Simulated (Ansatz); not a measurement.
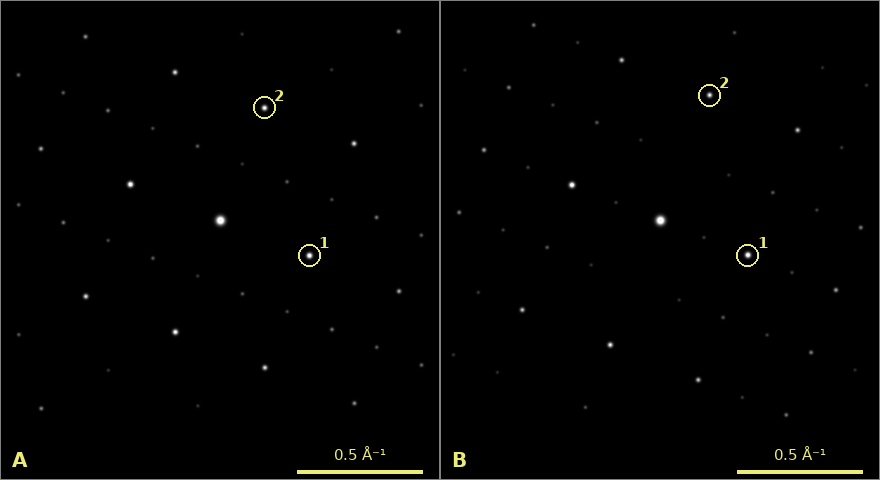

Kinematic electron diffraction patterns (120 kV, B = 0.5 Å², same scale) along [101] of the run's own cell, for the start and the end of one relaxation of Ga3P with Ansatz, DFT PBE, scalar-relativistic, plane waves, PAW. k mesh 6×6×6. The start is a generated model structure, and the relaxation ends in the nearest stationary point of its symmetry, not necessarily the ground state. Spot 1 is 0 -2 0 and spot 2 is 2 0 -2 in both.

Start structure:

```yaml
crystal:
  lattice:
    - [4.14054, 2.39054, 2.49942]
    - [-4.14054, 2.39054, 2.49942]
    - [0.00000, -4.78109, 2.49942]
  atoms:
    - { symbol: Ga, position: [0.76640, 0.30082, 0.76640] }
    - { symbol: Ga, position: [0.76640, 0.76640, 0.30082] }
    - { symbol: Ga, position: [0.30082, 0.76640, 0.76640] }
    - { symbol: Ga, position: [0.23360, 0.69918, 0.23360] }
    - { symbol: Ga, position: [0.69918, 0.23360, 0.23360] }
    - { symbol: Ga, position: [0.23360, 0.23360, 0.69918] }
    - { symbol: P, position: [0.22743, 0.22743, 0.22743] }
    - { symbol: P, position: [0.77257, 0.77257, 0.77257] }
```

Which pattern belongs to the start structure, and which to the relaxed one?

Answer. A is the start: its cell gives d(1) = 2.591 Å, d(2) = 2.070 Å and an angle of 90.0°. B is the relaxed structure, with d(1) = 2.637 Å (+1.7 %), d(2) = 1.857 Å (-10.3 %) and 90.0°.

Summarise the relaxation behind the change.

Answer. The volume changed by -1.2 % to 18.33 Å³ an atom; with the mean shift removed, the atoms moved by up to 0.22 Å relative to the cell (P most); the space group stayed R-3m (No. 166); the free energy fell by 35 meV an atom. Relaxed cell: a = 5.273 Å, b = 5.273 Å, c = 5.273 Å, α = 89.57°, β = 89.57°, γ = 89.57°.
